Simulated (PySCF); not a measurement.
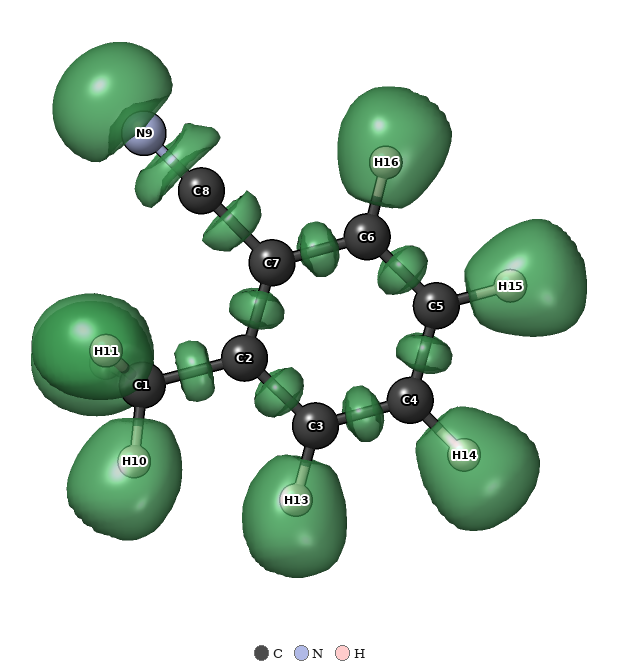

Figure 1: C$_{8}$H$_{7}$N (ortho-Tolunitrile). Isosurface of the ELF at 0.8 (green), seen across its widest extent. Only the valence region is drawn (cores and ρ < 0.01 e/Å³ removed).

Geometry: PBE0-D3(BJ)/def2-TZVP.

Computed with PBE0/pcSseg-2, SCF density, gas phase, non-relativistic in PySCF.

```json
{"atom": "C", "x (Å)": "1.9818", "y (Å)": "0.7936", "z (Å)": "0.1910"}
{"atom": "C", "x (Å)": "0.5489", "y (Å)": "0.4016", "z (Å)": "0.0302"}
{"atom": "C", "x (Å)": "-0.4307", "y (Å)": "1.3348", "z (Å)": "-0.2836"}
{"atom": "C", "x (Å)": "-1.7572", "y (Å)": "0.9638", "z (Å)": "-0.4430"}
{"atom": "C", "x (Å)": "-2.1394", "y (Å)": "-0.3605", "z (Å)": "-0.2878"}
{"atom": "C", "x (Å)": "-1.1863", "y (Å)": "-1.3116", "z (Å)": "0.0244"}
{"atom": "C", "x (Å)": "0.1466", "y (Å)": "-0.9337", "z (Å)": "0.1822"}
{"atom": "C", "x (Å)": "1.1201", "y (Å)": "-1.9264", "z (Å)": "0.5016"}
{"atom": "N", "x (Å)": "1.9148", "y (Å)": "-2.7207", "z (Å)": "0.7569"}
{"atom": "H", "x (Å)": "2.0941", "y (Å)": "1.8773", "z (Å)": "0.1671"}
{"atom": "H", "x (Å)": "2.3915", "y (Å)": "0.4210", "z (Å)": "1.1327"}
{"atom": "H", "x (Å)": "2.5942", "y (Å)": "0.3678", "z (Å)": "-0.6088"}
{"atom": "H", "x (Å)": "-0.1440", "y (Å)": "2.3735", "z (Å)": "-0.4055"}
{"atom": "H", "x (Å)": "-2.4985", "y (Å)": "1.7159", "z (Å)": "-0.6881"}
{"atom": "H", "x (Å)": "-3.1752", "y (Å)": "-0.6516", "z (Å)": "-0.4113"}
{"atom": "H", "x (Å)": "-1.4597", "y (Å)": "-2.3519", "z (Å)": "0.1503"}
```

Question: Describe the localisation domains.

Answer: The surface consists of eight regions between bonded C–C atoms (shared pairs), one region between bonded C–N atoms (shared pairs), seven regions around hydrogen nuclei and one lobe on N, pointing away from the bonds (lone pairs). Along the contacts the grid gives the following. C–N (1.15 Å): the ELF peaks at about 0.85 between the atoms; a multiple bond. C–C (1.38 Å): the ELF peaks at about 0.95 between the atoms, as expected for localised, covalent bonding.
